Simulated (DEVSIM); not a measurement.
Structure: Schottky contact on n-type GaN, at 300 K.

```csv
layer (left to right),material,thickness (μm),Nd (cm⁻³),τn (s),τp (s)
1,GaN,0.310,3.4e15,4.6e-10,4.6e-10
2,GaN,1.10,9e17,4.6e-10,4.6e-10
```

Left contact: Schottky, work function 5.68 eV, emission velocity 3.6e6 cm/s. Right contact: ohmic. Voltage is applied to the left contact. Recombination: SRH at mid-gap, Auger. Mobility is μmin + (μ − μmin)/(1 + (N/Nref)^α).

This is a model device: material constants are rounded textbook-type values typed into the input, and sizes, dopings and lifetimes were drawn at random. Values at 300 K.

| parameter | GaN |
|---|---|
| gap (eV) | 3.43 |
| affinity (eV) | 4.1 |
| permittivity | 9.5 |
| Nc (cm⁻³) | 2.3e18 |
| Nv (cm⁻³) | 4.6e19 |
| μn (cm²/Vs) | 1200 |
| μp (cm²/Vs) | 100 |
| μn,min | 55 |
| μp,min | 3 |
| Nref,n | 2e17 |
| Nref,p | 3e17 |
| αn | 1 |
| αp | 2 |
| Cn (cm⁶/s) | 1e-30 |
| Cp (cm⁶/s) | 1e-30 |

Model (solved in DEVSIM): 1D drift-diffusion, Boltzmann statistics, complete ionisation; no tunnelling, impact ionisation, image-force lowering or self-heating. Metal contacts follow the ideal Schottky-Mott rule: no Fermi-level pinning, no interface dipoles.

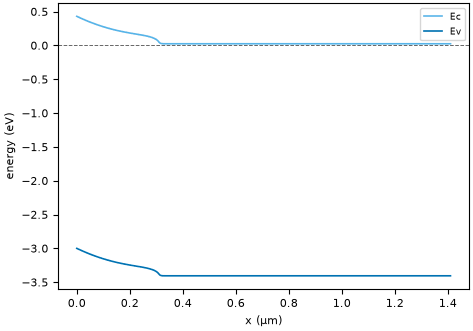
Fig. 1. Band edges at 1.15 V on the left contact

Energies count from the Fermi level of the right contact; mesh points crowd at the junctions.

| x (μm) | Ec (eV) | Ev (eV) | n (cm⁻³) | p (cm⁻³) | field (V/cm) |
|---|---|---|---|---|---|
| 0.000 | 0.430 | -3.000 | 1.2e11 | < 1e2 | -19000 |
| 0.01460 | 0.403 | -3.026 | 3.6e11 | < 1e2 | -18000 |
| 0.03664 | 0.366 | -3.064 | 1.6e12 | < 1e2 | -16000 |
| 0.06660 | 0.320 | -3.110 | 9.6e12 | < 1e2 | -14000 |
| 0.1364 | 0.236 | -3.194 | 2.5e14 | < 1e2 | -9900 |
| 0.1991 | 0.184 | -3.246 | 1.9e15 | < 1e2 | -6900 |
| 0.2462 | 0.152 | -3.278 | 6.3e15 | < 1e2 | -7100 |
| 0.2853 | 0.115 | -3.315 | 2.7e16 | < 1e2 | -14000 |
| 0.3021 | 0.081 | -3.349 | 9.9e16 | < 1e2 | -30000 |
| 0.3142 | 0.034 | -3.396 | 6.3e17 | < 1e2 | -23000 |
| 0.3318 | 0.024 | -3.406 | 9.0e17 | < 1e2 | -290 |
| 0.3725 | 0.024 | -3.406 | 9.0e17 | < 1e2 | ≈ 0 |
| 0.4247 | 0.024 | -3.406 | 9.0e17 | < 1e2 | ≈ 0 |
| 0.5082 | 0.024 | -3.406 | 9.0e17 | < 1e2 | ≈ 0 |
| 0.6858 | 0.024 | -3.406 | 9.0e17 | < 1e2 | ≈ 0 |
| 0.9032 | 0.024 | -3.406 | 9.0e17 | < 1e2 | ≈ 0 |
| 1.102 | 0.024 | -3.406 | 9.0e17 | < 1e2 | ≈ 0 |
| 1.226 | 0.024 | -3.406 | 9.0e17 | < 1e2 | ≈ 0 |
| 1.323 | 0.024 | -3.406 | 9.0e17 | < 1e2 | ≈ 0 |
| 1.362 | 0.024 | -3.406 | 9.0e17 | < 1e2 | ≈ 0 |
| 1.390 | 0.024 | -3.406 | 9.0e17 | < 1e2 | ≈ 0 |
| 1.410 | 0.024 | -3.406 | 9.0e17 | < 1e2 | ≈ 0 |
